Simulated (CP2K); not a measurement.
# GFN1-xTB run of AlNH3F (SMILES [NH2][AlH][F])

What is the energy difference between two shapes of AlNH3F at GFN1-xTB? 

The calculation is run with CP2K 2026.2.

2 further runs of the same task are left out: 1 that didn't finish, 1 set aside as unsound or not needed.

## (1) The system as given

The species is AlNH3F (6 atoms), meant as a singlet with charge 0. SMILES: `[NH2][AlH][F]`. Geometry: a GFN2-xTB relaxation, a rough one for these elements and not checked as a minimum.

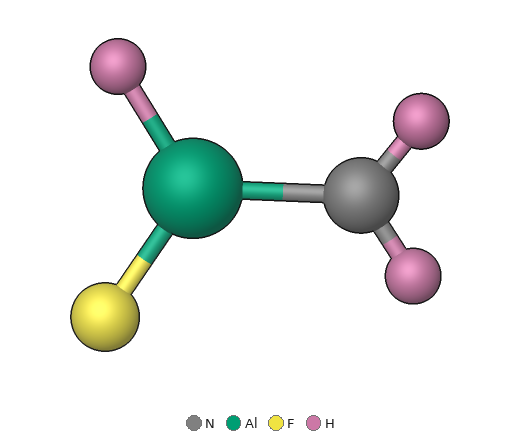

Viewed from a chosen angle; nitrogen grey, aluminium teal, fluorine yellow, hydrogen pink.

## (2) Energy and forces at GFN1-xTB

The input, mol.inp:

```
&GLOBAL
  PROJECT mol
  RUN_TYPE ENERGY_FORCE
  PRINT_LEVEL MEDIUM
&END
&FORCE_EVAL
  METHOD QS
  &DFT
    &QS
      METHOD XTB
      EPS_DEFAULT 1.0E-10
      &XTB
        GFN_TYPE TBLITE
        &TBLITE
          METHOD GFN1
        &END
        CHECK_ATOMIC_CHARGES F
      &END
    &END
    # isolated system
    &POISSON
      PERIODIC NONE
      POISSON_SOLVER ANALYTIC
    &END
    &SCF
      SCF_GUESS ATOMIC
      EPS_SCF 1.0E-06
      MAX_SCF 150
      ADDED_MOS 8
      &DIAGONALIZATION
        ALGORITHM STANDARD
      &END
      &MIXING
        METHOD DIRECT_P_MIXING
        ALPHA 0.4
      &END
      &SMEAR ON
        METHOD FERMI_DIRAC
        ELECTRONIC_TEMPERATURE [K] 300
      &END
    &END
    &PRINT
      &MOMENTS
        PERIODIC F
        REFERENCE COM
        MAX_MOMENT 1
      &END
      &MO ON
        ENERGIES T
        OCCUPATION_NUMBERS T
        NDIGITS 6
        &EACH
          QS_SCF 0
        &END
        ADD_LAST NUMERIC
      &END
      &HIRSHFELD OFF
      &END
    &END
  &END
  &SUBSYS
    # vacuum box
    &CELL
      ABC 12.1 12.9 13
      PERIODIC NONE
    &END
    &COORD
      SCALED T
      N    0.44480909   0.54109380   0.43795885
      Al   0.53957851   0.50690155   0.53619731
      F    0.58866033   0.38820465   0.54765192
      H    0.41133967   0.61179535   0.42575038
      H    0.41479669   0.49165194   0.38417962
      H    0.58223058   0.58201783   0.61582038
    &END
  &END
  # extra output
  &PRINT
    &FORCES ON
    &END
  &END
&END
```

Launch:

```
$ OMP_NUM_THREADS=1 cp2k.psmp -i mol.inp -o mol.out
```

Standard output, shortened:

```text
CP2K| version string:                                       CP2K version 2026.2
[...]
 GLOBAL| Method name                                                        CP2K
[...]
 GLOBAL| Run type                                                   ENERGY_FORCE
[...]
                             - Atoms:                                          6
[...]
                             - Spherical basis functions:                     23
[...]
 Number of electrons:                                                         18
[...]
  *** SCF run converged in    14 steps ***
[...]
  Fermi energy:                                                -0.26507778269805
[...]
 TB_DIPOLE| Moment [Debye]         -1.22669134       2.21977413      -0.67257075
 TB_DIPOLE| Derivative [a.u.]       0.00000000       0.00000000       0.00000000
[...]
 ENERGY| Total FORCE_EVAL ( QS ) energy [hartree]            -11.329052920860414
 FORCES| Atomic forces [hartree/bohr]
 FORCES|   Atom     x               y               z               |f|
 FORCES|      1 -2.44579106E-03 -6.03381279E-03 -5.42173545E-03   8.47254424E-03
 FORCES|      2  3.54170080E-03  8.25730535E-03  7.75425838E-03   1.18682458E-02
 FORCES|      3 -2.95947395E-03 -1.63904096E-04 -3.79393231E-03   4.81448575E-03
 FORCES|      4  1.41448627E-03 -9.93106796E-04  1.43176093E-03   2.24431991E-03
 FORCES|      5  6.47368941E-04  1.36482573E-03  1.27858121E-03   1.97904162E-03
 FORCES|      6 -1.98290991E-04 -2.43130741E-03 -1.24893276E-03   2.74051237E-03
 FORCES| Sum     4.32325616E-17  1.27935856E-16  7.02563008E-17
 FORCES| Total atomic force                                       1.52225443E-16
[...]
```

It took 0.9 s on 1 thread of Intel Xeon 6975P-C (Granite Rapids), shared host; peak memory 0.19 GiB.

## (3) The distorted shape, same level

The input, qs.inp:

```
&GLOBAL
   PROJECT_NAME qs
   RUN_TYPE ENERGY_FORCE
   PRINT_LEVEL MEDIUM
&END GLOBAL

&FORCE_EVAL
   METHOD Quickstep
   &DFT
      &QS
         METHOD XTB
         EPS_DEFAULT 1.0E-10
         &XTB
            GFN_TYPE TBLITE
            &TBLITE
               METHOD GFN1
            &END TBLITE
            CHECK_ATOMIC_CHARGES F
         &END XTB
      &END QS
      &POISSON
         PERIODIC NONE
         POISSON_SOLVER ANALYTIC
      &END POISSON
      &SCF
         SCF_GUESS ATOMIC
         EPS_SCF 1.0E-06
         MAX_SCF 150
         ADDED_MOS 8
         &DIAGONALIZATION
            ALGORITHM STANDARD
         &END DIAGONALIZATION
         &MIXING
            METHOD DIRECT_P_MIXING
            ALPHA 0.4
         &END MIXING
         &SMEAR ON
            METHOD FERMI_DIRAC
            ELECTRONIC_TEMPERATURE [K] 300
         &END SMEAR
      &END SCF
      &PRINT
         &MOMENTS
            PERIODIC F
            REFERENCE COM
            MAX_MOMENT 1
         &END MOMENTS
         &MO ON
            ENERGIES T
            OCCUPATION_NUMBERS T
            NDIGITS 6
            &EACH
               QS_SCF 0
            &END EACH
            ADD_LAST NUMERIC
         &END MO
         &HIRSHFELD OFF
         &END HIRSHFELD
      &END PRINT
   &END DFT
   ! atoms, cell and kinds
   &SUBSYS
      &CELL
         ABC 12.1 13 13.1
         PERIODIC NONE
      &END CELL
      &COORD
         SCALED T
         N    0.45803446   0.53968504   0.42855447
         Al   0.52773529   0.50879458   0.52937660
         F    0.58359818   0.38449635   0.54584073
         H    0.41434736   0.61550365   0.41507920
         H    0.42075702   0.49175673   0.38113294
         H    0.58565264   0.58938388   0.61886706
      &END COORD
   &END SUBSYS
   &PRINT
      &FORCES ON
      &END FORCES
   &END PRINT
&END FORCE_EVAL
```

Launch:

```
$ OMP_NUM_THREADS=1 cp2k.psmp -i qs.inp > qs.out 2>&1
```

Standard output, shortened:

```text
CP2K| version string:                                       CP2K version 2026.2
[...]
 GLOBAL| Method name                                                        CP2K
[...]
 GLOBAL| Run type                                                   ENERGY_FORCE
[...]
                             - Atoms:                                          6
[...]
                             - Spherical basis functions:                     23
[...]
 Number of electrons:                                                         18
[...]
  *** SCF run converged in    14 steps ***
[...]
  Fermi energy:                                                -0.28865597401919
[...]
 TB_DIPOLE| Moment [Debye]         -2.18046110       2.50266250      -1.22869609
 TB_DIPOLE| Derivative [a.u.]       0.00000000       0.00000000       0.00000000
[...]
 ENERGY| Total FORCE_EVAL ( QS ) energy [hartree]            -11.296800589926841
 FORCES| Atomic forces [hartree/bohr]
 FORCES|   Atom     x               y               z               |f|
 FORCES|      1 -7.08611001E-02  8.59196427E-02 -7.78826868E-02   1.35901411E-01
 FORCES|      2  7.53537842E-02 -2.22199412E-02  1.03811848E-01   1.30187628E-01
 FORCES|      3 -1.41199096E-02  2.51583510E-02 -6.97067620E-03   2.96800404E-02
 FORCES|      4  3.14986094E-02 -5.41818306E-02  1.41358826E-02   6.42468391E-02
 FORCES|      5 -7.96179358E-03 -1.53704038E-02 -1.21049283E-02   2.11227072E-02
 FORCES|      6 -1.39095904E-02 -1.93058182E-02 -2.09894394E-02   3.17292906E-02
 FORCES| Sum    -7.45931095E-17 -1.97758476E-16  0.00000000E+00
 FORCES| Total atomic force                                       2.11358811E-16
[...]
```

Wall time 0.86 s (1 thread of Intel Xeon 6975P-C (Granite Rapids), shared host); peak memory 0.19 GiB.

## (4) Results

Level: GFN1-xTB.

| quantity | value |
| --- | --- |
| first shape: total energy | -11.32905 Eh |
| first shape: dipole moment (from atomic charges alone) | 2.62 D |
| first shape: HOMO energy | -11.08 eV |
| first shape: LUMO energy | -6.32 eV |
| first shape: HOMO–LUMO gap | 4.76 eV |
| first shape: largest force on an atom | 0.610 eV/Å |
| distorted shape: total energy | -11.29680 Eh |
| distorted shape: dipole moment (from atomic charges alone) | 3.54 D |
| distorted shape: HOMO energy | -11.65 eV |
| distorted shape: LUMO energy | -6.96 eV |
| distorted shape: HOMO–LUMO gap | 4.69 eV |
| distorted shape: largest force on an atom | 6.988 eV/Å |
| energy change with the atoms displaced | 0.878 eV |

What this shows: With the atoms displaced the energy rises by 0.88 eV (84.7 kJ/mol). The first shape isn't relaxed at this level, so the change isn't measured from a minimum. The largest force (first shape) is 0.61 eV/Å: the shape isn't a stationary point for this species at this level. The dipole (first shape) comes from point charges on the atoms alone, without atomic dipoles, so it is partial. The dipole (distorted shape) comes from point charges on the atoms alone, without atomic dipoles, so it is partial.
